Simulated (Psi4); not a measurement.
# U-r2SCAN/aug-cc-pwCVTZ (density fitting) run of SiH2ClO (SMILES O[SiH]Cl)

What is the vertical doublet–quartet gap of SiH2ClO at U-r2SCAN/aug-cc-pwCVTZ (density fitting)? 

The results are computed with Psi4 1.11.

2 further runs of the same task are left out: 1 that didn't finish, 1 set aside as unsound or not needed.

### 1 The system as given

SiH2ClO: 5 atoms, total charge 0, spin state doublet. As SMILES, `O[SiH]Cl`. The coordinates come from a PBE0-D4/def2-TZVP relaxation. This is one conformer, not always the lowest.

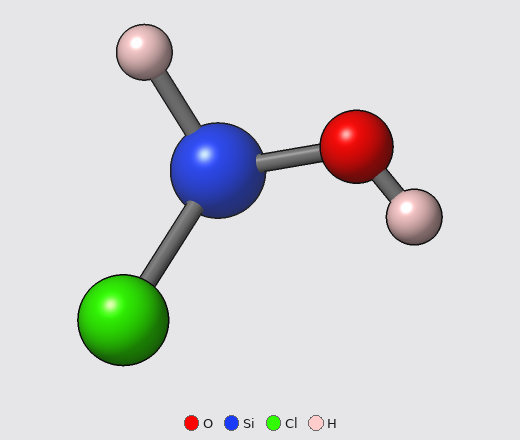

The structure, seen from a chosen angle (oxygen red, silicon blue, chlorine green, hydrogen pink).

### 2 Energy and one-electron properties at U-r2SCAN/aug-cc-pwCVTZ (density fitting)

job.inp reads:

```
memory 1600 MB

molecule {
  0 2
  O     -0.806100    -0.432000    -0.746500
  Si    -0.092300     0.479800     0.414000
  Cl     1.606600    -0.440800     1.143600
  H     -1.024100    -1.343200    -0.540000
  H      0.316000     1.736300    -0.271100
}

set globals {
  reference uks
}

energy_value, wavefunction = energy('r2scan/aug-cc-pwCVTZ', return_wfn=True)
oeprop(wavefunction, 'MBIS_CHARGES', 'DIPOLE', 'QUADRUPOLE', 'MULLIKEN_CHARGES', title='R2SCAN')
```

Launch:

```sh
$ psi4 -n 1 job.inp job.out
```

job.out:

```text
[...]
  Running in c1 symmetry.
[...]
  Nuclear repulsion =  141.009384922701543
[...]
  Multiplicity = 2
[...]
  Nalpha       = 21
  Nbeta        = 20
[...]
    Number of basis functions: 255
[...]
   @DF-UKS iter   1:  -825.90521821112486   -1.37448e-01   3.41412e-03 DIIS/ADIIS
[...]
   @DF-UKS iter   9:  -826.15244488331973   -2.86088e-07   8.83283e-07 DIIS
[...]
   @S^2 Observed:                7.533647554E-01
[...]
    Orbital Energies [Eh]
    ---------------------
    Alpha Occupied:
       1A   -101.190653     2A    -65.876675     3A    -18.986290
       4A     -9.367747     5A     -7.108677     6A     -7.103961
       7A     -7.103611     8A     -5.253502     9A     -3.597371
      10A     -3.595729    11A     -3.593207    12A     -0.999804
      13A     -0.794951    14A     -0.550197    15A     -0.448659
      16A     -0.385450    17A     -0.365210    18A     -0.346097
      19A     -0.314547    20A     -0.307459    21A     -0.201332
    Alpha Virtual:
      22A     -0.025433    23A     -0.008714    24A      0.016583
      25A      0.024368    26A      0.047311    27A      0.049755
[...]
  @DF-UKS Final Energy:  -826.15244488331973
   => Energetics <=
    Nuclear Repulsion Energy =            141.0093849227015426
    One-Electron Energy =               -1422.4159799911703885
    Two-Electron Energy =                 513.7400990682858719
    DFT Exchange-Correlation Energy =     -58.4859488831366008
    Empirical Dispersion Energy =           0.0000000000000000
    VV10 Nonlocal Energy =                  0.0000000000000000
    Total Energy =                       -826.1524448833197312
[...]
 Multipole Moments:
 ------------------------------------------------------------------------------------
     Multipole            Electronic (a.u.)      Nuclear  (a.u.)        Total (a.u.)
 ------------------------------------------------------------------------------------
 L = 1.  Multiply by 2.5417464519 to convert [e a0] to [Debye]
 Dipole X            :          2.2121815           -2.6275711           -0.4153896
 Dipole Y            :         -1.1347789            0.8840190           -0.2507599
 Dipole Z            :          2.2805533           -2.2746315            0.0059219
 Magnitude           :                                                    0.4852464
 L = 2.  Multiply by 1.3450342976 to convert [e a0^2] to [Debye ang]
 Quadrupole XX       :       -172.7890184          148.9661401          -23.8228783
 Quadrupole XY       :         23.7923594          -22.1355607            1.6567987
[...]
  Mulliken Charges: (a.u.)
   Center  Symbol    Alpha    Beta     Spin     Total
       1     O     4.34557  4.26223  0.08334 -0.60780
       2    SI     6.96106  6.23921  0.72185  0.79972
       3    CL     8.65200  8.57932  0.07267 -0.23132
       4     H     0.40957  0.41406 -0.00449  0.17637
       5     H     0.63180  0.50517  0.12664 -0.13697
   Total alpha = 21.00000, Total beta = 20.00000, Total charge =  0.00000
[...]
```

It took 34 s on 1 thread of INTEL XEON PLATINUM 8581C at 2.30GHz (Emerald Rapids), shared host; peak memory 1.3 GiB.

Atomic charges (e):

| atom | MBIS | Mulliken |
| --- | --- | --- |
| O1 | -0.741 | -0.608 |
| Si2 | +0.706 | +0.800 |
| Cl3 | -0.320 | -0.231 |
| H4 | +0.485 | +0.176 |
| H5 | -0.130 | -0.137 |

### 3 The quartet

run.py reads:

```python
import psi4

psi4.set_memory(1600000000)
psi4.set_num_threads(1)
psi4.set_output_file('clh2osi.out', False)

mol = psi4.geometry("""
0 4
O     -0.806100    -0.432000    -0.746500
Si    -0.092300     0.479800     0.414000
Cl     1.606600    -0.440800     1.143600
H     -1.024100    -1.343200    -0.540000
H      0.316000     1.736300    -0.271100
""")

psi4.set_options({
    'reference': 'uks',
})

e, wfn = psi4.energy("r2scan/aug-cc-pwCVTZ", return_wfn=True)
psi4.oeprop(wfn, "MBIS_CHARGES", "DIPOLE", "QUADRUPOLE", "MULLIKEN_CHARGES", title="R2SCAN")
print(f'total energy {e:.8f} hartree = {e * 27.211386:.5f} eV')
```

Launch:

```sh
$ python run.py
```

clh2osi.out, cut to the lines that bear on the results:

```text
[...]
  Running in c1 symmetry.
[...]
  Nuclear repulsion =  141.009384922701543
[...]
  Multiplicity = 4
[...]
  Nalpha       = 22
  Nbeta        = 19
[...]
    Number of basis functions: 255
[...]
   @DF-UKS iter   1:  -825.48124422715910    2.86526e-01   3.79551e-03 DIIS/ADIIS
[...]
   @DF-UKS iter  18:  -825.88445089801326   -1.54898e-07   6.16885e-07 DIIS
[...]
   @S^2 Observed:                3.759803309E+00
[...]
  @DF-UKS Final Energy:  -825.88445089801326
   => Energetics <=
    Nuclear Repulsion Energy =            141.0093849227015426
    One-Electron Energy =               -1419.8042000362670478
    Two-Electron Energy =                 511.2643715019867159
    DFT Exchange-Correlation Energy =     -58.3540072864343387
    Empirical Dispersion Energy =           0.0000000000000000
    VV10 Nonlocal Energy =                  0.0000000000000000
    Total Energy =                       -825.8844508980132559
[...]
 Multipole Moments:
 ------------------------------------------------------------------------------------
     Multipole            Electronic (a.u.)      Nuclear  (a.u.)        Total (a.u.)
 ------------------------------------------------------------------------------------
 L = 1.  Multiply by 2.5417464519 to convert [e a0] to [Debye]
 Dipole X            :          3.4448597           -2.6275711            0.8172886
 Dipole Y            :         -0.3905907            0.8840190            0.4934283
 Dipole Z            :          2.5614896           -2.2746315            0.2868582
 Magnitude           :                                                    0.9968550
 L = 2.  Multiply by 1.3450342976 to convert [e a0^2] to [Debye ang]
 Quadrupole XX       :       -175.5458988          148.9661401          -26.5797586
 Quadrupole XY       :         19.2767788          -22.1355607           -2.8587819
[...]
  Mulliken Charges: (a.u.)
   Center  Symbol    Alpha    Beta     Spin     Total
       1     O     4.66824  3.83891  0.82933 -0.50714
       2    SI     7.36616  6.12218  1.24398  0.51167
       3    CL     8.69811  8.16319  0.53492  0.13870
       4     H     0.60395  0.36694  0.23701  0.02911
       5     H     0.66354  0.50879  0.15475 -0.17233
   Total alpha = 22.00000, Total beta = 19.00000, Total charge =  0.00000
[...]
```

The script printed:

```text
total energy -825.88445090 hartree = -22473.46058 eV
```

It took 60 s on 1 thread of INTEL XEON PLATINUM 8581C at 2.30GHz (Emerald Rapids), shared host; peak memory 1.3 GiB.

Atomic charges (e):

| atom | MBIS | Mulliken |
| --- | --- | --- |
| O1 | -0.226 | -0.507 |
| Si2 | +0.359 | +0.512 |
| Cl3 | +0.056 | +0.139 |
| H4 | -0.093 | +0.029 |
| H5 | -0.097 | -0.172 |

### 4 Results

Level: U-r2SCAN/aug-cc-pwCVTZ (density fitting).

| quantity | value |
| --- | --- |
| doublet: total energy | -826.15244 Eh |
| doublet: dipole moment | 1.23 D |
| doublet: HOMO energy (highest over α and β) | -5.48 eV |
| doublet: LUMO energy (lowest over α and β) | -2.95 eV |
| doublet: ⟨S²⟩ | 0.753 |
| quartet: total energy | -825.88445 Eh |
| quartet: dipole moment | 2.53 D |
| quartet: HOMO energy (highest over α and β) | -2.23 eV |
| quartet: ⟨S²⟩ | 3.760 |
| vertical energy of the quartet above the doublet | 7.292 eV |

In words: At this shape the quartet lies 7.29 eV (704 kJ/mol) above the doublet. Mulliken charges (doublet) run from -0.61 on O1 to +0.80 on Si2; in a basis this large or diffuse they mean little. Mulliken charges (quartet) run from -0.51 on O1 to +0.51 on Si2; in a basis this large or diffuse they mean little.
